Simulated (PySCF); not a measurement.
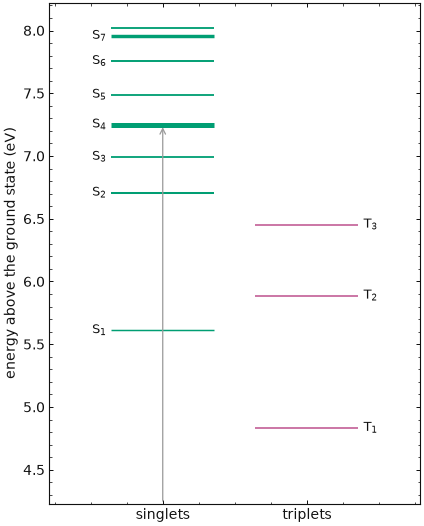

State diagram of C₃H₁₂BNSi, SMILES CC[Si@H](C)BN. Vertical TDDFT excitations, CAM-B3LYP/def2-SVPD in PySCF, at a GFN2-xTB geometry (no frequency check), gas phase. Triplets in the Tamm-Dancoff approximation; only the lowest 8 singlets and 3 triplets were computed. Thicker singlet lines are brighter; the arrow marks the brightest. S0, at zero, lies below the range drawn.

**What are the energy, strength and character of the state that the arrow marks?**

S4 at 7.25 eV (171 nm), f = 0.141, mainly HOMO−2 → LUMO (87 %).

**How many of the triplet levels drawn lie below S1?**

1 of 3 (T1 4.83 eV, T2 5.88 eV, T3 6.45 eV; S1 5.61 eV).

**What character does the calculation give T1?**

Mainly HOMO → LUMO (72 %).

Note: the tight-binding geometry is rougher than a DFT one and adds to the error; one conformer of a flexible molecule; core orbitals are frozen in the response.
